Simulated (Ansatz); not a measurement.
# SiHClF2: geometry relaxation

- system: SiHClF2
- method: RKS PBE/def2-SVP (Ansatz 0.2.0)

It belongs to a series of runs on one base structure; here: end point A relaxed. Figures and captions count atoms from 1; the log counts them from 0 in places.

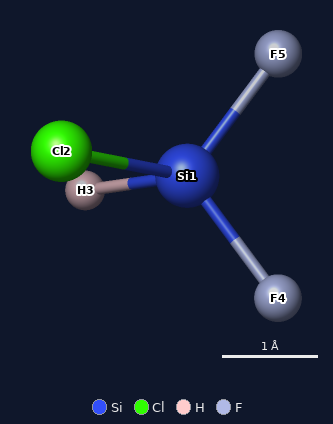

*The starting structure (ball-and-stick view, seen at a tilt; atoms are numbered from 1 in the order of the input).*

Bond lengths as drawn: Cl–Si 2.09 Å, F–Si 1.62 Å and H–Si 1.46 Å.

The input
```yaml
crystal:
  periodic: [false, false, false]
  atoms:
    - { symbol: Si, position_ang: [0.246356, 0.0, 0.049375] }
    - { symbol: Cl, position_ang: [0.815618, 0.0, 2.058525] }
    - { symbol: H, position_ang: [1.624431, 0.0, -0.421149] }
    - { symbol: F, position_ang: [-0.628503, 1.302533, -0.337676] }
    - { symbol: F, position_ang: [-0.628503, -1.302533, -0.337676] }
basis:
  gaussian: { orbitals: def2-SVP }
hamiltonian:
  xc: pbe
relax:
  f_tol: 0.03
  max_steps: 50
output:
  orbitals: {}
```

Run as:
```bash
ansatz run input.yaml --threads 1 --pin off --max-ram 2048MiB --backend cpu --events-out ev --progress --plain --runs-dir out
```

Log
```
The last accepted step is kept in [file] (removed where the run ends without a failure and the disk answers)
Engine: ansatz 0.2.0, x86_64-unknown-linux-gnu
Functional definition: PBE
  parameter kappa = 0.804
  parameter beta = 0.06672455060314922
  exchange = pbe_x(kappa = kappa, mu = beta*pi^2/3)
  correlation = pbe_c(beta = beta)
745 factors; their error is unknown
mean field evaluation 1: about -25826.8563 eV, gradient 4.1e1 eV
mean field evaluation 2: about -25818.7500 eV, gradient 8.4e1 eV
mean field evaluation 4: about -25829.4956 eV, gradient 1.9e0 eV
mean field evaluation 8: about -25829.5087 eV, gradient 2.4e-2 eV
mean field evaluation 16: about -25829.4490 eV, gradient 2.9e-5 eV
mean field -25829.44904715 eV, -949.2147446535 hartree, gradient 2.1e-5 eV, S^2 0.000000; 0 other end points of the search recorded, 0 dependent functions left out
the calculation of the forces begins
reference -25829.44907156 eV, -949.2147455505 hartree; 25, 25 occupied and 44, 44 virtual orbitals, 745 factors
relax step   1: F+E_penalty+E_count = -25829.44904715 eV  Δ(F+E_penalty+E_count) = +0.000e0 eV  max|allowed force component| = 1.296e0 eV/Å  Δτ_max = 0.0000 Å  (26 SCF iters, accepted)
these checks for a lower state are left out or cut short: starts, cluster_reference, orbital_swaps, neighbouring_geometries, increment
745 factors; their error is unknown
mean field -25829.66419831 eV, -949.2226513126 hartree, gradient 9.8e-6 eV, S^2 0.000000; 0 other end points of the search recorded, 0 dependent functions left out
the calculation of the forces begins
reference -25829.66422312 eV, -949.2226522243 hartree; 25, 25 occupied and 44, 44 virtual orbitals, 745 factors
relax step   2: F+E_penalty+E_count = -25829.66419831 eV  Δ(F+E_penalty+E_count) = -2.152e-1 eV  max|allowed force component| = 5.665e-1 eV/Å  Δτ_max = 0.1957 Å  (28 SCF iters, accepted)
these checks for a lower state are left out or cut short: starts, cluster_reference, orbital_swaps, neighbouring_geometries, increment
745 factors; their error is unknown
mean field evaluation 32: about -25829.6811 eV, gradient 8.8e-6 eV
mean field -25829.68111941 eV, -949.2232731516 hartree, gradient 8.8e-6 eV, S^2 0.000000; 0 other end points of the search recorded, 0 dependent functions left out
the calculation of the forces begins
reference -25829.68114418 eV, -949.2232740619 hartree; 25, 25 occupied and 44, 44 virtual orbitals, 745 factors
relax step   3: F+E_penalty+E_count = -25829.68111941 eV  Δ(F+E_penalty+E_count) = -1.692e-2 eV  max|allowed force component| = 1.129e-1 eV/Å  Δτ_max = 0.0390 Å  (28 SCF iters, accepted)
these checks for a lower state are left out or cut short: starts, cluster_reference, orbital_swaps, neighbouring_geometries, increment
745 factors; their error is unknown
mean field -25829.68265213 eV, -949.2233294779 hartree, gradient 8.3e-6 eV, S^2 0.000000; 0 other end points of the search recorded, 0 dependent functions left out
the calculation of the forces begins
reference -25829.68267691 eV, -949.2233303886 hartree; 25, 25 occupied and 44, 44 virtual orbitals, 745 factors
relax step   4: F+E_penalty+E_count = -25829.68265213 eV  Δ(F+E_penalty+E_count) = -1.533e-3 eV  max|allowed force component| = 5.710e-2 eV/Å  Δτ_max = 0.0097 Å  (28 SCF iters, accepted)
these checks for a lower state are left out or cut short: starts, cluster_reference, orbital_swaps, neighbouring_geometries, increment
745 factors; their error is unknown
mean field -25829.68302270 eV, -949.2233430961 hartree, gradient 8.5e-6 eV, S^2 0.000000; 0 other end points of the search recorded, 0 dependent functions left out
the calculation of the forces begins
reference -25829.68304750 eV, -949.2233440078 hartree; 25, 25 occupied and 44, 44 virtual orbitals, 745 factors
relax step   5: F+E_penalty+E_count = -25829.68302270 eV  Δ(F+E_penalty+E_count) = -3.706e-4 eV  max|allowed force component| = 9.796e-2 eV/Å  Δτ_max = 0.0123 Å  (28 SCF iters, accepted)
these checks for a lower state are left out or cut short: starts, cluster_reference, orbital_swaps, neighbouring_geometries, increment
745 factors; their error is unknown
mean field -25829.68320137 eV, -949.2233496623 hartree, gradient 8.5e-6 eV, S^2 0.000000; 0 other end points of the search recorded, 0 dependent functions left out
the calculation of the forces begins
reference -25829.68322616 eV, -949.2233505731 hartree; 25, 25 occupied and 44, 44 virtual orbitals, 745 factors
relax step   6: F+E_penalty+E_count = -25829.68320137 eV  Δ(F+E_penalty+E_count) = -1.787e-4 eV  max|allowed force component| = 5.977e-2 eV/Å  Δτ_max = 0.0039 Å  (28 SCF iters, accepted)
these checks for a lower state are left out or cut short: starts, cluster_reference, orbital_swaps, neighbouring_geometries, increment
745 factors; their error is unknown
mean field evaluation 64: about -25829.6833 eV, gradient 9.3e-6 eV
mean field -25829.68329278 eV, -949.2233530213 hartree, gradient 9.3e-6 eV, S^2 0.000000; 0 other end points of the search recorded, 0 dependent functions left out
the calculation of the forces begins
reference -25829.68331757 eV, -949.2233539325 hartree; 25, 25 occupied and 44, 44 virtual orbitals, 745 factors
relax step   7: F+E_penalty+E_count = -25829.68329278 eV  Δ(F+E_penalty+E_count) = -9.140e-5 eV  max|allowed force component| = 2.198e-3 eV/Å  Δτ_max = 0.0019 Å  (22 SCF iters, accepted)
```

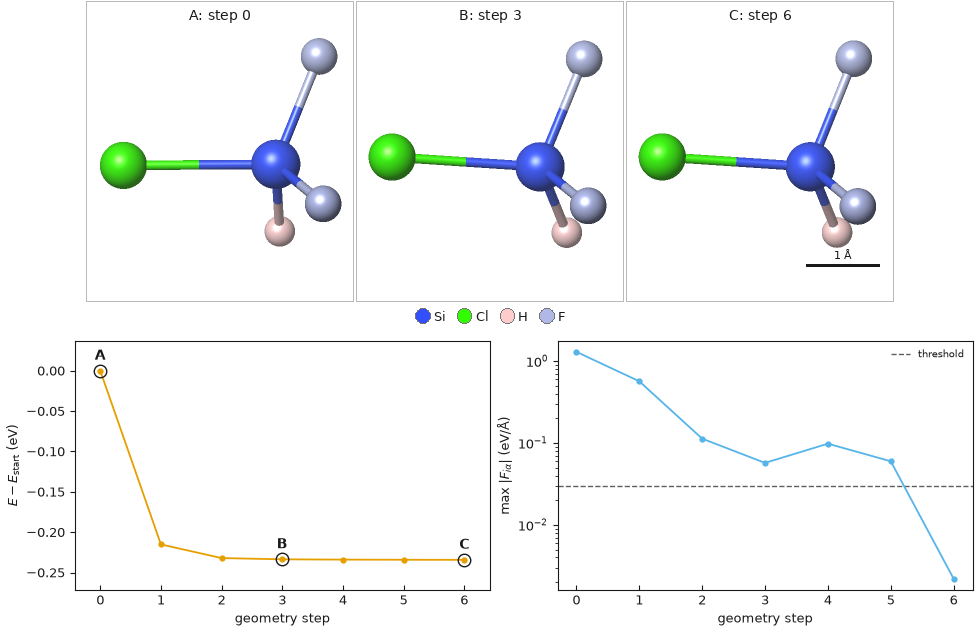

*Frames of the relaxation (ball-and-stick view, seen at a tilt) above the curves, on which the letters mark them (the first geometry is step 0 here and step 1 in the log).*

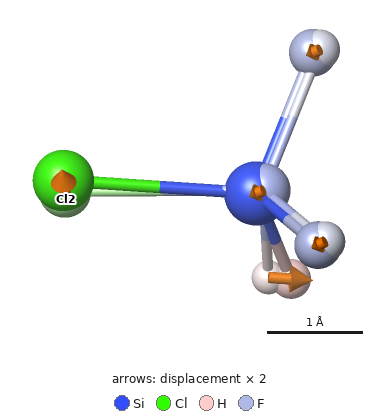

*Start (faint) and end (solid) with the displacements as orange arrows, magnified 2 times (ball-and-stick view, seen at a tilt). The two geometries are laid on each other by the best rigid fit.*

The atom that moves furthest after the best rigid fit is H3 (0.24 Å). Largest moves by element: H 0.24 Å, Cl 0.19 Å, Si 0.09 Å, F 0.09 Å. Distances before and after: Si1–Cl2 2.088 → 2.047 Å, Si1–H3 1.456 → 1.483 Å. Among the angles that change: Cl2–Si1–H3 93.0° → 111.8°, H3–Si1–F4 115.8° → 109.8°, Cl2–Si1–F4 112.2° → 108.9°. Over 6 geometry steps the energy falls by 0.234 eV. The largest force component goes from 1.3 to 0.0022 eV/Å. (Atoms are counted from 1 in the order of the input.)

```
745 factors; their error is unknown
mean field -25829.68329278 eV, -949.2233530213 hartree, gradient 9.3e-6 eV, S^2 0.000000; 1 other end points of the search recorded, 0 dependent functions left out
the calculation of the forces begins
reference -25829.68331757 eV, -949.2233539325 hartree; 25, 25 occupied and 44, 44 virtual orbitals, 745 factors
Total energy: -25829.68331757 eV, -949.2233539325 hartree
Atom 0 at     0.316586     0.000000     0.106818 Å, force     0.002198    -0.000000    -0.000619 eV/Å
Atom 1 at     0.642906    -0.000000     2.127697 Å, force    -0.000379     0.000000     0.001604 eV/Å
Atom 2 at     1.587334     0.000000    -0.657394 Å, force     0.000100     0.000000    -0.000690 eV/Å
Atom 3 at    -0.558713     1.305681    -0.282861 Å, force    -0.000959     0.000499    -0.000148 eV/Å
Atom 4 at    -0.558713    -1.305681    -0.282861 Å, force    -0.000959    -0.000499    -0.000148 eV/Å
Dipole moment:     0.249903    -0.000000    -0.059555 e Å
```

Trajectory as extended XYZ (Å, eV, eV/Å), 7 frames, from step=1 to step=7
```
5
Properties=species:S:1:pos:R:3:forces:R:3 step=1 energy=-25829.44905
Si    0.2464    0.0000    0.0494    0.5252   0.0000   1.2958
Cl    0.8156    0.0000    2.0585   -0.7305   0.0000  -0.1882
H     1.6244    0.0000   -0.4211    0.1916   0.0000  -1.0764
F    -0.6285    1.3025   -0.3377    0.0068  -0.0247  -0.0156
F    -0.6285   -1.3025   -0.3377    0.0068   0.0247  -0.0156
5
Properties=species:S:1:pos:R:3:forces:R:3 step=2 energy=-25829.66420
Si    0.3061    0.0000    0.0894    0.3012   0.0000   0.5665
Cl    0.6808    0.0000    2.1304   -0.1803   0.0000  -0.4452
H     1.6199    0.0000   -0.6168   -0.2385   0.0000  -0.0844
F    -0.5887    1.2907   -0.2958    0.0588   0.1007  -0.0184
F    -0.5887   -1.2907   -0.2958    0.0588  -0.1007  -0.0184
5
Properties=species:S:1:pos:R:3:forces:R:3 step=3 energy=-25829.68112
Si    0.3189    0.0000    0.1081    0.0636   0.0000  -0.0911
Cl    0.6498    0.0000    2.1252    0.0002   0.0000   0.0582
H     1.6002    0.0000   -0.6505   -0.1129   0.0000   0.0353
F    -0.5698    1.2934   -0.2857    0.0246   0.1022  -0.0012
F    -0.5698   -1.2934   -0.2857    0.0246  -0.1022  -0.0012
5
Properties=species:S:1:pos:R:3:forces:R:3 step=4 energy=-25829.68265
Si    0.3193    0.0000    0.1088   -0.0203   0.0000  -0.0416
Cl    0.6466    0.0000    2.1287   -0.0014   0.0000   0.0106
H     1.5914    0.0000   -0.6548   -0.0139   0.0000   0.0081
F    -0.5640    1.2981   -0.2857    0.0178   0.0571   0.0114
F    -0.5640   -1.2981   -0.2857    0.0178  -0.0571   0.0114
5
Properties=species:S:1:pos:R:3:forces:R:3 step=5 energy=-25829.68302
Si    0.3150    0.0000    0.1050    0.0980   0.0000   0.0553
Cl    0.6411    0.0000    2.1259    0.0040   0.0000   0.0116
H     1.5864    0.0000   -0.6579   -0.0009   0.0000  -0.0067
F    -0.5566    1.3066   -0.2808   -0.0505   0.0494  -0.0301
F    -0.5566   -1.3066   -0.2808   -0.0505  -0.0494  -0.0301
5
Properties=species:S:1:pos:R:3:forces:R:3 step=6 energy=-25829.68320
Si    0.3181    0.0000    0.1073   -0.0598   0.0000  -0.0280
Cl    0.6419    0.0000    2.1286    0.0051   0.0000  -0.0035
H     1.5882    0.0000   -0.6591   -0.0067   0.0000   0.0094
F    -0.5594    1.3059   -0.2827    0.0307  -0.0348   0.0110
F    -0.5594   -1.3059   -0.2827    0.0307   0.0348   0.0110
5
Properties=species:S:1:pos:R:3:forces:R:3 step=7 energy=-25829.68329
Si    0.3166    0.0000    0.1068    0.0022   0.0000  -0.0006
Cl    0.6429    0.0000    2.1277   -0.0004   0.0000   0.0016
H     1.5873    0.0000   -0.6574    0.0001   0.0000  -0.0007
F    -0.5587    1.3057   -0.2829   -0.0010   0.0005  -0.0001
F    -0.5587   -1.3057   -0.2829   -0.0010  -0.0005  -0.0001
```

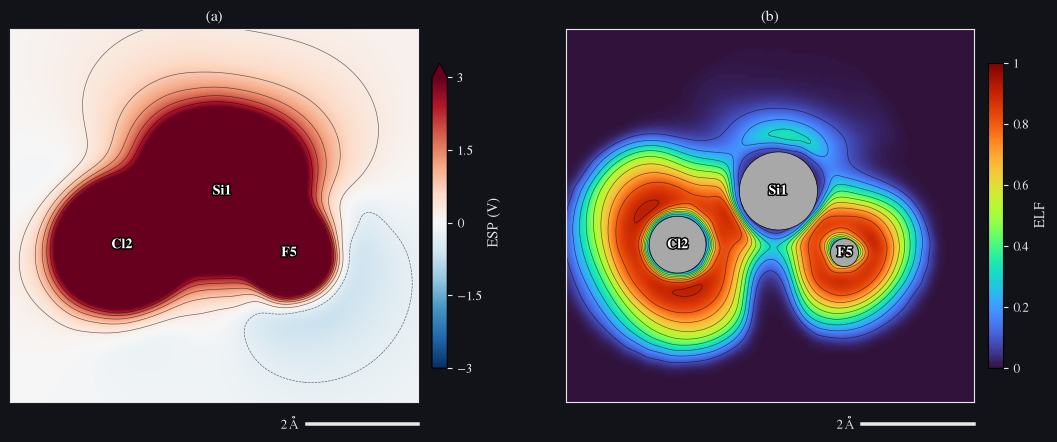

*(a) molecular electrostatic potential; (b) electron localisation function on the plane of atoms Cl2, Si1 and F5. Grey discs, where drawn, cover atomic cores.*

Atoms in the plane: Si, Cl and F. Si–F (1.62 Å): the ELF peaks at about 0.85 between the atoms. Si–Cl (2.05 Å): the ELF peaks at about 0.90 between the atoms (a polar covalent bond).

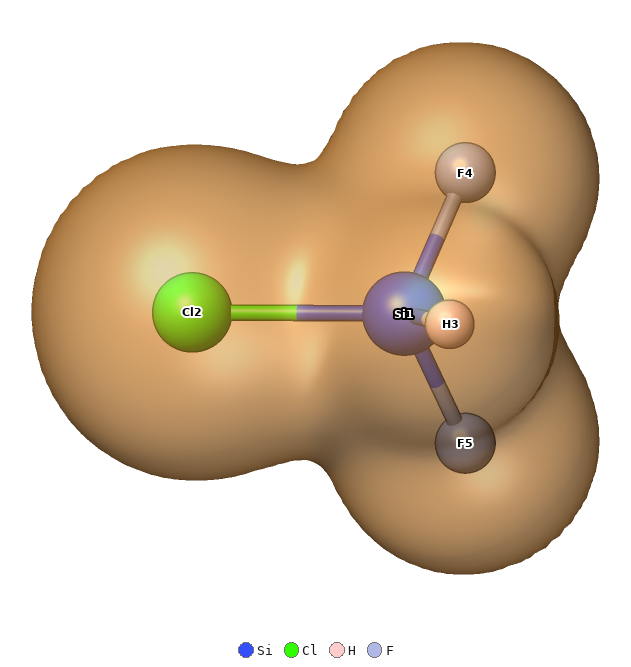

*Isosurface of the total electron density at 0.05 e/Å³ (orange), seen face on.*

At this value the surface is in one piece. On the grid the lowest density along these lines, outside the cores, is 0.87 e/Å³ (Si–F, 1.62 Å), 0.65 e/Å³ (Si–Cl, 2.05 Å) and 0.8 e/Å³ (Si–H, 1.48 Å).

Summary

| quantity | value |
| --- | --- |
| outcome | converged |
| total energy | −25829.6833 eV |
| mean-field energy | −25829.6833 eV |
| largest force (length of the vector) at the end | 0.002 eV/Å |
| hardware | 1 thread of AMD EPYC (Zen 3), 192 GiB of memory available, shared host |
| wall time | 12 s |
| peak memory | 0.14 GiB |
